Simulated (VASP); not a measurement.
Band structure of Tm2Al3Si2 (space group C2/m). Method: PBEsol GGA, VASP's PBE PAW potentials (set 64) (plane waves; VASP).

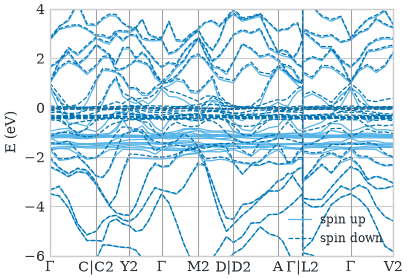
*Bands along high-symmetry lines, zero at the valence-band maximum or, without a gap, the Fermi level*

Problem. Read the plot: is there a gap, and where are the band edges?

Solution. It has no gap at this level: it comes out as a metal or semimetal.

The structure comes from a measured Tm2Al3Si2 entry of the Crystallography Open Database, whose conditions weren't checked. The cell was not relaxed at this level. The k-mesh is coarse (spacing up to 0.42 per Å, 2π included), so the numbers may not be converged in it.
